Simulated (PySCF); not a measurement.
# One shape, several levels: CH7GaSi (SMILES [CH3][GaH][SiH3])

Aim: a comparison of 6 runs (HF/3-21G, HF/def2-SVP, B3LYP/6-31G*, MP2/STO-3G, CCSD/3-21G) of CH7GaSi. 

The results are computed with PySCF 2.14.0.

1 further run of the same task is left out (set aside as unsound or not needed).

### 1 The system as given

The species is CH7GaSi (10 atoms), meant as a singlet with charge 0. As SMILES, `[CH3][GaH][SiH3]`. Geometry: relaxed at PBE0-D4/def2-TZVP.

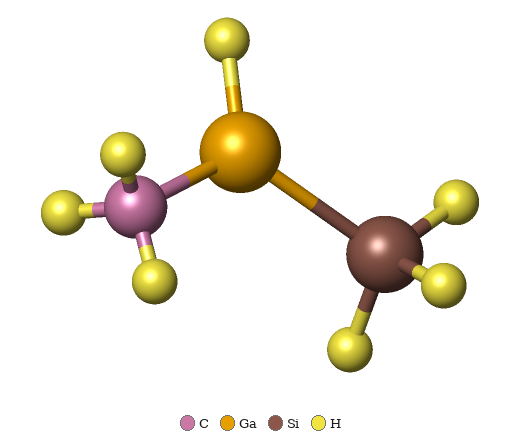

Viewed from a chosen angle; carbon pink, gallium amber, silicon brown, hydrogen yellow.

### 2 Energy and gradient at HF/3-21G (run 1)

Contents of start.xyz:

```xyz
10

C     -1.123300     1.394100    -0.619200
Ga     0.561500     0.659300     0.093300
Si     0.786700    -1.705300     0.550700
H     -1.924300     0.656600    -0.670400
H     -0.947000     1.785400    -1.626000
H     -1.454200     2.236500    -0.005700
H      1.759600     1.654600     0.346000
H      0.531000    -2.496200    -0.688800
H      2.125000    -2.100900     1.069700
H     -0.231700    -2.135100     1.553300
```

Contents of run.py:

```python
from pyscf import gto

mol = gto.M(
    atom='start.xyz',
    max_memory=1860,
    basis='3-21g',
    verbose=4,
)

calc0 = mol.RHF()
calc0.conv_tol = 1e-10
calc0.kernel()
if not calc0.converged:
    calc0 = calc0.newton().run(calc0.mo_coeff, calc0.mo_occ)

energy = calc0.e_tot
print(f'total energy: {energy:.8f} hartree')
grad = calc0.nuc_grad_method().kernel()
dip = calc0.dip_moment()
pop, q = calc0.mulliken_pop()
```

Started as:

```console
OMP_NUM_THREADS=1 python run.py
```

Standard output:

```text
PySCF version 2.14.0

[... 62 lines left out ...]
converged SCF energy = -2242.93368117392
total energy: -2242.93368117 hartree
[... 11 lines left out ...]
Dipole moment(X, Y, Z, Debye): -0.52500,  0.98972, -0.34622
[... 69 lines left out ...]
charge of    9H =     -0.16814
```

Run time: 7.2 s. Hardware: 1 thread of Intel Xeon at 2.50GHz (Skylake/Cascade Lake), shared host; peak memory 0.13 GiB.

### 3 Energy and gradient at HF/def2-SVP (run 2)

Contents of job.py:

```python
import pyscf.grad
from pyscf import gto

mol = gto.Mole()
mol.atom = '''
C     -2.122729     2.634467    -1.170118
Ga     1.061081     1.245896     0.176311
Si     1.486648    -3.222550     1.040672
H     -3.636400     1.240794    -1.266872
H     -1.789571     3.373917    -3.072695
H     -2.748040     4.226372    -0.010771
H      3.325162     3.126741     0.653845
H      1.003445    -4.717134    -1.301643
H      4.015668    -3.970126     2.021440
H     -0.437850    -4.034754     2.935312
'''
mol.unit = 'bohr'
mol.max_memory = 1860
mol.verbose = 4
mol.basis = 'def2-svp'
mol.build()

calc0 = mol.RHF()
calc0.conv_tol = 1e-10
calc0.kernel()
if not calc0.converged:
    calc0 = calc0.newton().run(calc0.mo_coeff, calc0.mo_occ)

e_final = calc0.e_tot
print('Final energy', e_final)
grad = calc0.Gradients().kernel()
dip = calc0.dip_moment()
pop, q = calc0.mulliken_pop()
```

Started as:

```console
OMP_NUM_THREADS=1 python job.py
```

Standard output:

```text
PySCF version 2.14.0

[... 64 lines left out ...]
converged SCF energy = -2253.74047470627
Final energy -2253.7404747062683
[... 11 lines left out ...]
Dipole moment(X, Y, Z, Debye): -0.52201,  0.72588, -0.29941
[... 110 lines left out ...]
charge of    9H =     -0.13847
```

Wall time 27 s (1 thread of Intel Xeon at 2.50GHz (Skylake/Cascade Lake), shared host); peak memory 0.21 GiB.

Runs 3 to 4 aren't shown in full; the table further down has their settings and results.

### 4 Energy and forces at MP2/STO-3G (run 5)

Contents of calc.py:

```python
# [CH3][GaH][SiH3]
from pyscf import gto, mp

molecule = gto.M(
    atom='''
C       -1.123300       1.394100      -0.619200
Ga       0.561500       0.659300       0.093300
Si       0.786700      -1.705300       0.550700
H       -1.924300       0.656600      -0.670400
H       -0.947000       1.785400      -1.626000
H       -1.454200       2.236500      -0.005700
H        1.759600       1.654600       0.346000
H        0.531000      -2.496200      -0.688800
H        2.125000      -2.100900       1.069700
H       -0.231700      -2.135100       1.553300
''',
    spin=0,
    basis='sto-3g',
    verbose=3,
    max_memory=1860,
)

myscf = molecule.RHF()
myscf.conv_tol = 1e-10
myscf.kernel()
if not myscf.converged:
    myscf = myscf.newton().run(myscf.mo_coeff, myscf.mo_occ)

pt = mp.MP2(myscf, frozen=15).run()
energy = pt.e_tot
print('Final energy', energy)
grad = pt.nuc_grad_method().kernel()
myscf.analyze()
```

Started as:

```console
OMP_NUM_THREADS=1 python calc.py
```

Standard output:

```text
SCF not converged.
SCF energy = -2227.95411511763
converged SCF energy = -2227.95411517161
E(RMP2) = -2228.09327850148  E_corr = -0.139163329872837
E(SCS-RMP2) = -2228.10828346446  E_corr = -0.154168292846298
Final energy -2228.0932785014825
--------------- RMP2 gradients ---------------
         x                y                z
0 C    -0.0333651480     0.0061291808    -0.0381612690
1 Ga    -0.0160155825    -0.0234322870     0.0139915942
2 Si     0.0046978552     0.0097962102    -0.0011675639
3 H     0.0041441075     0.0053122303     0.0041279478
4 H    -0.0082472363     0.0021896507     0.0063978364
5 H     0.0083069247    -0.0034592533     0.0027975908
6 H     0.0411122765     0.0299556655     0.0092380834
7 H    -0.0048054079    -0.0125275709    -0.0206244117
8 H     0.0214718975    -0.0075154122     0.0078217383
9 H    -0.0172996868    -0.0064484140     0.0155784538
----------------------------------------------
**** MO energy ****
MO #1   energy= -374.560265027612  occ= 2
MO #2   energy= -67.9501480901336  occ= 2
MO #3   energy= -46.6316779745566  occ= 2
MO #4   energy= -41.8526470586727  occ= 2
MO #5   energy= -41.8488635259412  occ= 2
MO #6   energy= -41.8469783011405  occ= 2
MO #7   energy= -10.9758125444166  occ= 2
MO #8   energy= -5.93460952395231  occ= 2
MO #9   energy= -5.73545233452317  occ= 2
MO #10  energy= -3.95990784921738  occ= 2
MO #11  energy= -3.95963678000313  occ= 2
MO #12  energy= -3.95944701014094  occ= 2
MO #13  energy= -3.88477777103384  occ= 2
MO #14  energy= -3.87793257756454  occ= 2
MO #15  energy= -3.87699283786272  occ= 2
MO #16  energy= -0.871797108856052 occ= 2
MO #17  energy= -0.66804142786606  occ= 2
MO #18  energy= -0.508227008367756 occ= 2
MO #19  energy= -0.498665206280618 occ= 2
MO #20  energy= -0.49417933921091  occ= 2
MO #21  energy= -0.411809136234466 occ= 2
MO #22  energy= -0.409274429226908 occ= 2
MO #23  energy= -0.365242818612594 occ= 2
MO #24  energy= -0.30988965624354  occ= 2
MO #25  energy= -0.290233981145226 occ= 2
MO #26  energy= -0.276665806468101 occ= 2
MO #27  energy= -0.27021161171694  occ= 2
MO #28  energy= -0.257810241339242 occ= 2
MO #29  energy= -0.250783688410405 occ= 2
MO #30  energy= 0.174653176702366  occ= 0
MO #31  energy= 0.370963616559183  occ= 0
MO #32  energy= 0.478990517927609  occ= 0
MO #33  energy= 0.519267334405182  occ= 0
MO #34  energy= 0.557343754033123  occ= 0
MO #35  energy= 0.565271094805195  occ= 0
MO #36  energy= 0.644296213298714  occ= 0
MO #37  energy= 0.727535672624083  occ= 0
MO #38  energy= 0.762080337216165  occ= 0
MO #39  energy= 0.771405196138783  occ= 0
 ** Mulliken atomic charges  **
charge of    0C =     -0.21559
charge of    1Ga =      0.16988
charge of    2Si =      0.47838
charge of    3H =      0.02588
charge of    4H =      0.03174
charge of    5H =      0.03147
charge of    6H =     -0.09305
charge of    7H =     -0.14354
charge of    8H =     -0.14204
charge of    9H =     -0.14313
Dipole moment(X, Y, Z, Debye): -0.01133,  0.17402, -0.06860
```

It took 9.9 s on 1 thread of Intel Xeon at 2.50GHz (Skylake/Cascade Lake), shared host; peak memory 0.15 GiB.

### 5 The energy at CCSD/3-21G (run 6)

Contents of input.py:

```python
from pyscf import gto, scf, cc

system = gto.M(
    atom='''
C     -2.122729     2.634467    -1.170118
Ga     1.061081     1.245896     0.176311
Si     1.486648    -3.222550     1.040672
H     -3.636400     1.240794    -1.266872
H     -1.789571     3.373917    -3.072695
H     -2.748040     4.226372    -0.010771
H      3.325162     3.126741     0.653845
H      1.003445    -4.717134    -1.301643
H      4.015668    -3.970126     2.021440
H     -0.437850    -4.034754     2.935312
''',
    spin=0,
    unit='bohr',
    charge=0,
    basis='3-21g',
    verbose=4,
    max_memory=1860,
)

myscf = scf.RHF(system)
myscf.conv_tol = 1e-10
myscf.kernel()
if not myscf.converged:
    myscf = myscf.newton().run(myscf.mo_coeff, myscf.mo_occ)

mycc = cc.CCSD(myscf, frozen=15)
mycc.kernel()
energy = mycc.e_tot
print('E = %.10f Eh' % energy)
myscf.analyze()
```

Started as:

```console
OMP_NUM_THREADS=1 python input.py
```

Standard output:

```text
PySCF version 2.14.0

[... 87 lines left out ...]
CCSD converged
[... 12 lines left out ...]
MO #2   energy= -68.2669420823373  occ= 2
[... 7 lines left out ...]
MO #10  energy= -4.41923311938815  occ= 2
[... 7 lines left out ...]
MO #18  energy= -1.09766609234501  occ= 2
[... 7 lines left out ...]
MO #26  energy= -0.470547753893835 occ= 2
[... 7 lines left out ...]
MO #34  energy= 0.205053629892562  occ= 0
[... 7 lines left out ...]
MO #42  energy= 0.41738609137417   occ= 0
[... 7 lines left out ...]
MO #50  energy= 1.08463915222915   occ= 0
[... 7 lines left out ...]
MO #58  energy= 1.97883463300604   occ= 0
[... 71 lines left out ...]
Dipole moment(X, Y, Z, Debye): -0.52500,  0.98972, -0.34622
```

Run time: 6 s. Hardware: 1 thread of Intel Xeon at 2.50GHz (Skylake/Cascade Lake), shared host; peak memory 0.16 GiB.

### 6 All runs side by side

```
run                               level  integration grid  Cartesian functions   energy (Eh)  dipole moment (D) of the reference  HOMO energy (eV)  LUMO energy (eV)  wall time
  1                            HF/3-21G                 –                   no  -2242.933681                                1.17             -9.75              1.06      7.2 s
  2                         HF/def2-SVP                 –                   no  -2253.740475                                0.94             -9.84              1.07       27 s
  3  B3LYP/6-31G* (spherical functions)                 5                   no  -2256.421738                                0.97             -7.01             -1.89       75 s
  4  B3LYP/6-31G* (Cartesian functions)                 5                  yes  -2256.428966                                0.96             -7.01             -1.88       75 s
  5                          MP2/STO-3G                 –                   no  -2228.093279                                0.19             -6.82              4.75      9.9 s
  6                          CCSD/3-21G                 –                   no  -2243.164233                                1.17             -9.75              1.06        6 s
```

### 7 Results

| quantity | value |
| --- | --- |
| run 6: total energy | -2243.16423 Eh |
| run 6: dipole moment (Hartree–Fock density) | 1.17 D |
| run 6: HOMO energy (Hartree–Fock orbitals) | -9.75 eV |
| run 6: LUMO energy (Hartree–Fock orbitals) | 1.06 eV |
| run 6: HOMO–LUMO gap (Hartree–Fock orbitals) | 10.81 eV |
| run 6: correlation energy (15 core orbitals frozen) | -230.6 mEh |
| run 6: T1 diagnostic | 0.008 |

In words: Over runs 1, 2, 3, 4 the dipole moment (its size) runs from 0.94 D (HF/def2-SVP) to 1.17 D (HF/3-21G). Over runs 1, 2, 3, 4 the HOMO–LUMO gap runs from 5.12 eV (B3LYP/6-31G*) to 10.91 eV (HF/def2-SVP). The two ends differ in method and basis. In run 5 the basis is minimal, so the values are rough. All runs together took 3.4 min, the longest 75 s.
